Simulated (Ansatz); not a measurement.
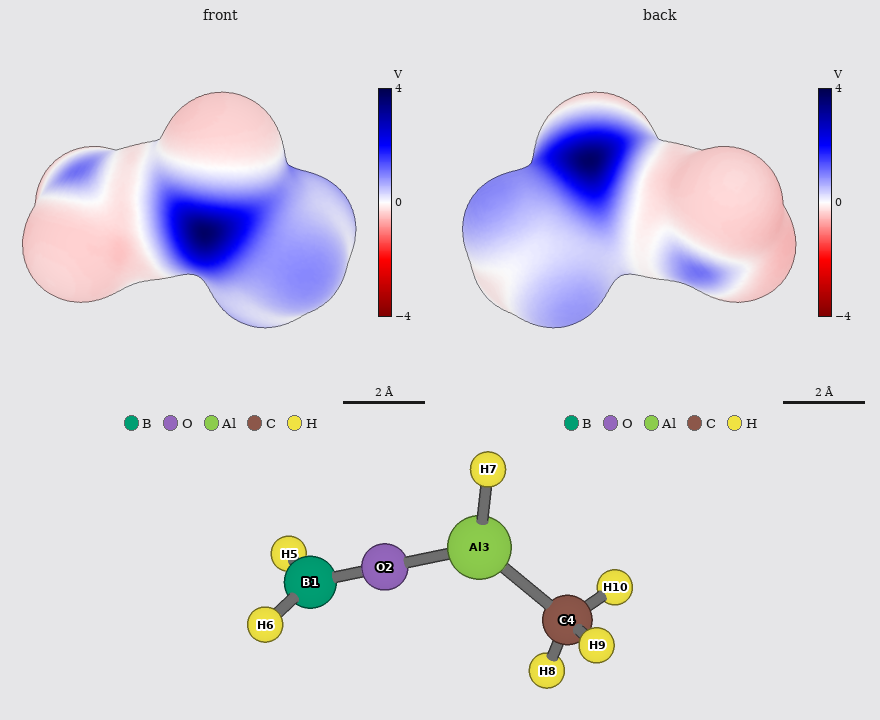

The picture shows: CH6AlBO (SMILES B[O][AlH][CH3]). The molecular electrostatic potential painted on the density surface at 0.002 e/bohr³, seen from the front and from behind; red is negative and blue positive. The bare structure is drawn below in the same view.

Geometry: PBE0-D4/def2-TZVP.

Method: Ansatz, RKS PBE0-D4/def2-TZVPP.

Input file:

```
crystal:
  periodic: [false, false, false]
  atoms:
    - {symbol: B, position_ang: [-0.645029, 2.244456, 0.602166]}
    - {symbol: O, position_ang: [0.038121, 1.150272, 0.275395]}
    - {symbol: Al, position_ang: [0.906597, -0.238751, -0.140803]}
    - {symbol: C, position_ang: [-0.057076, -1.893734, -0.445997]}
    - {symbol: H, position_ang: [-1.048252, 2.977744, -0.265436]}
    - {symbol: H, position_ang: [-0.856473, 2.491693, 1.762868]}
    - {symbol: H, position_ang: [2.472615, -0.059875, -0.247985]}
    - {symbol: H, position_ang: [-1.133206, -1.783052, -0.295533]}
    - {symbol: H, position_ang: [0.299742, -2.682593, 0.224289]}
    - {symbol: H, position_ang: [0.106062, -2.257258, -1.465964]}
basis:
  gaussian: {orbitals: def2-TZVPP}
hamiltonian: {xc: pbe0, dispersion: d4}
output: {orbitals: {seedname: orbitals}}
```

Launched as:

```sh
ansatz run in.yaml --threads 2 --pin off --events-out ev --progress --plain --max-ram 4352MiB
```

### Where is the surface potential most negative and most positive?

The most negative region (about −0.5 V) lies over H5 and H6, the most positive (about +3.5 V) over Al3.
